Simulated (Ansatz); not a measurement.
# ClF3HOTa: the cost of one run

Computed with Ansatz 0.2.0, Gaussian basis. Level: the settings change from run to run.

## (1) The molecule

The structure was relaxed beforehand with PBE0-D4 in a triple-zeta def2 set. Ta takes a core potential in def2 sets; no spin-orbit term is included.

SMILES `[OH][Ta]([F])([F])([F])[Cl]`, 7 atoms, charge 0, spin multiplicity 1.

Atoms are counted from 1 here; the program's logs count them from 0.

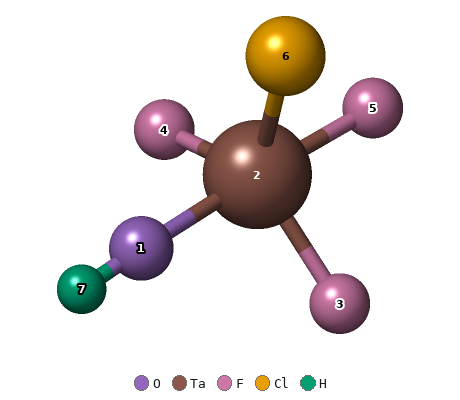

The geometry (oxygen purple, tantalum brown, fluorine pink, chlorine amber, hydrogen teal); atoms are numbered from 1 in the order of the file.

## (2) PBEsol/def2-TZVPP

This run has high accuracy.

Contents of in.yaml:

```yaml
crystal:
  periodic: [false, false, false]
  atoms:
    - {symbol: O, position_ang: [0.071986, -1.321343, 0.711965]}
    - {symbol: Ta, position_ang: [0.002625, 0.288154, -0.230807]}
    - {symbol: F, position_ang: [1.766149, 0.076908, -0.774493]}
    - {symbol: F, position_ang: [-1.454207, -0.317451, -1.211155]}
    - {symbol: F, position_ang: [-0.039531, 1.829462, -1.311827]}
    - {symbol: Cl, position_ang: [-0.405042, 1.550384, 1.635213]}
    - {symbol: H, position_ang: [0.119421, -2.174215, 1.135303]}
basis:
  gaussian: {orbitals: def2-TZVPP}
hamiltonian: {xc: {name: PBEsol}}
accuracy: high
output: {forces: true}
```

Command:

```console
$ ansatz run in.yaml --threads 4 --pin off --events-out ev --progress --plain --max-ram 10444MiB
```

Q: Estimate wall time and peak memory on 4 threads of AMD EPYC 7B13, shared host.

About 11 s, with a peak of 1.3 GiB.
